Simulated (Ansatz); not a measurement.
# CH9BOSi2 (SMILES BCO[SiH2][SiH3]): what the fields show

```json
{"atom": "B", "x (Å)": "-1.4696", "y (Å)": "1.9672", "z (Å)": "1.1954"}
{"atom": "C", "x (Å)": "-1.1148", "y (Å)": "0.7315", "z (Å)": "0.3337"}
{"atom": "O", "x (Å)": "-0.2689", "y (Å)": "-0.0588", "z (Å)": "1.0833"}
{"atom": "Si", "x (Å)": "0.3084", "y (Å)": "-1.4263", "z (Å)": "0.1531"}
{"atom": "Si", "x (Å)": "1.9130", "y (Å)": "-0.8873", "z (Å)": "-1.2294"}
{"atom": "H", "x (Å)": "-1.0910", "y (Å)": "2.1868", "z (Å)": "2.2727"}
{"atom": "H", "x (Å)": "-2.2264", "y (Å)": "2.8162", "z (Å)": "0.7272"}
{"atom": "H", "x (Å)": "-0.5834", "y (Å)": "1.1148", "z (Å)": "-0.6040"}
{"atom": "H", "x (Å)": "-2.0436", "y (Å)": "0.1998", "z (Å)": "0.1353"}
{"atom": "H", "x (Å)": "-0.8977", "y (Å)": "-1.9455", "z (Å)": "-0.6072"}
{"atom": "H", "x (Å)": "0.6852", "y (Å)": "-2.5006", "z (Å)": "1.0816"}
{"atom": "H", "x (Å)": "1.4795", "y (Å)": "0.1823", "z (Å)": "-2.1153"}
{"atom": "H", "x (Å)": "2.9961", "y (Å)": "-0.3595", "z (Å)": "-0.4327"}
{"atom": "H", "x (Å)": "2.3003", "y (Å)": "-2.0498", "z (Å)": "-1.9649"}
```

The calculation used SCF r2SCAN, Gaussian basis in Ansatz 0.2.0.

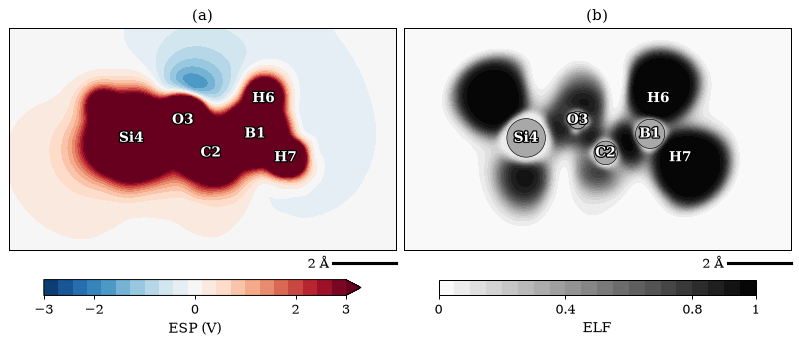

Figure 1. (a) molecular electrostatic potential; (b) ELF on the plane of atoms B1, C2 and O3. Grey discs cover the atomic cores in the ELF map.

Interpret the plot.

Answer. The section cuts through B, C, O, Si and H sites.
C–O (1.38 Å): the ELF peaks at about 0.85 between the atoms, as expected for a polar covalent bond.
C–B (1.55 Å): the ELF peaks at about 1 between the atoms; a shared electron pair.
Si–O (1.75 Å): the ELF peaks at about 0.85 between the atoms, as expected for a polar covalent bond.
B–H (1.16 Å): the ELF climbs to about 1 towards the hydrogen, as it does in any bond to H: a covalent bond by its length.
The ELF also peaks beside O3, away from the bonds: lone-pair regions.
Outside the dense part of the molecule the potential is most negative (−1.8 V) near O3.

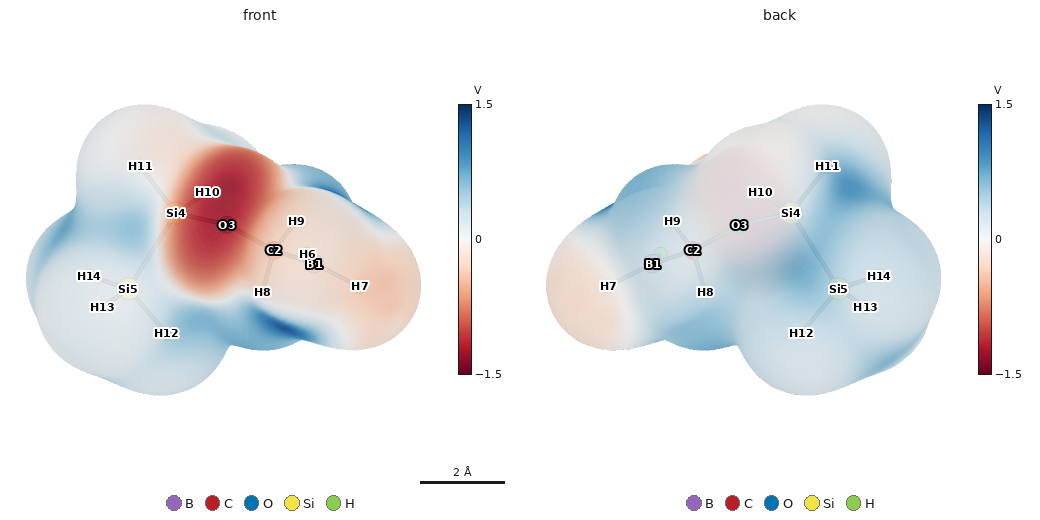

Figure 2. The electrostatic potential painted on the density surface at 0.001 e/bohr³, seen from the front and from behind; the colour scale runs from red (negative) to blue (positive).

Where is the surface potential most negative and most positive?

Answer. The most negative region (about −1.3 V, or −30 kcal/mol for a unit charge) lies over O3, the most positive (about +1.2 V, or +28 kcal/mol for a unit charge) over B1. O3 is the likeliest acceptor of a hydrogen bond.

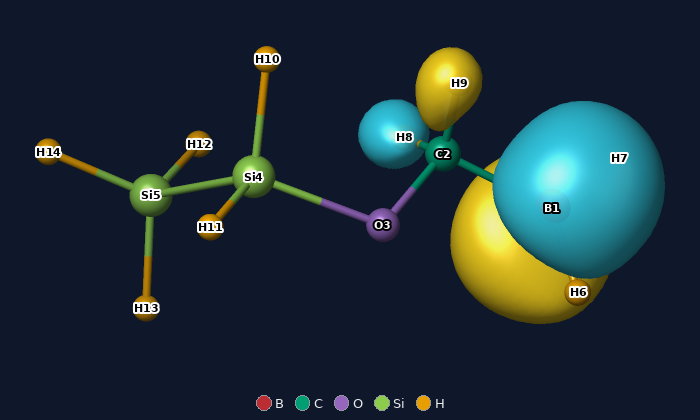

Figure 3. The LUMO at ±0.15 Å⁻³ᐟ² (yellow and cyan are the two phases), seen from one side.

Describe this orbital and give its energy.

Answer. Its weight (Hirshfeld) is mainly on B1 (about 65 %), C2 (about 10 %), H6 (about 10 %) and H7 (about 5 %). Its energy is −2.03 eV.
